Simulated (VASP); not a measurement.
Band structure of YN (space group Fm-3m). Level of theory: PBE GGA, VASP's PBE PAW potentials (set 64) (plane waves; VASP).

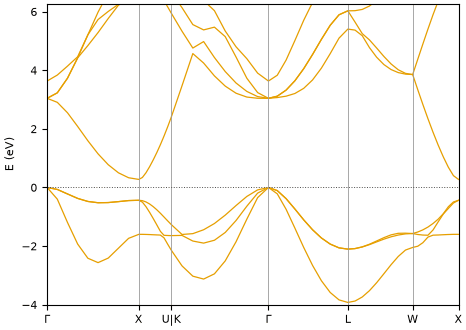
Fig. 1. Bands along high-symmetry lines, zero at the valence-band maximum or, without a gap, the Fermi level

### Question
Read the plot: is there a gap, and where are the band edges?

### Answer
The gap is indirect, 0.27 eV, from the valence maximum at Γ to the conduction minimum at X.

The structure comes from a computed database's YN entry; how it stands against other phases isn't given here. The cell was not relaxed at this level.
